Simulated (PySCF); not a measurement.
Molecule: SMILES ClC=C(Cl)Cl. Atoms near the plane z = 0.6 Å, at the PBE0/def2-SVP optimised geometry (x, y, z in Å): Cl1 (0.0, -2.1, 0.0), C2 (-0.7, -0.5, 0.0), C3 (0.1, 0.6, 0.0), Cl4 (1.8, 0.6, 0.0), Cl5 (-0.7, 2.1, 0.0), H6 (-1.8, -0.5, 0.0).

Level of theory: PBE0/def2-TZVP (PySCF). The values are rescaled to run from 0 to 1.

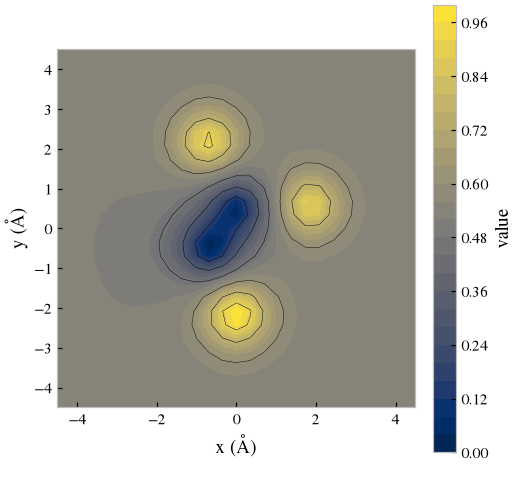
Figure: a field on the plane z = 0.6 Å.

### Question
Which quantity is mapped?
A. electron localisation function
B. an orbital amplitude
C. deformation density (molecule minus spherical neutral atoms)
D. Laplacian of the electron density

### Answer
B, an orbital amplitude. In full: HOMO amplitude (bohr^(-3/2)).
